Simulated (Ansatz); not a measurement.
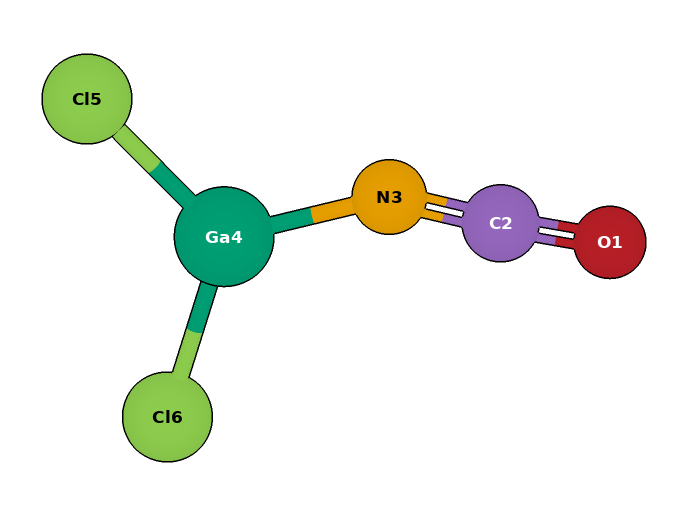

Numbered structure. Computed geometry: PBE-D4/def2-SVP optimisation. No frequency run is at hand to confirm it as a minimum.

Question: What is the geometry at C2?

Answer: C2 has 2 neighbours (O1 at 1.18, N3 at 1.22 Å); the arrangement is linear.

Question: What is the geometry at Ga4?

Answer: Ga4 has 3 neighbours (N3 at 1.81, Cl5 at 2.13, Cl6 at 2.14 Å); the arrangement is trigonal planar.

Question: How are the neighbours of atom 3 arranged?

Answer: N3 has 2 neighbours (C2 at 1.22, Ga4 at 1.81 Å); the arrangement is bent.

Question: What is the dihedral angle C2–N3–Ga4–Cl5?

Answer: 180° in size, that is anti.
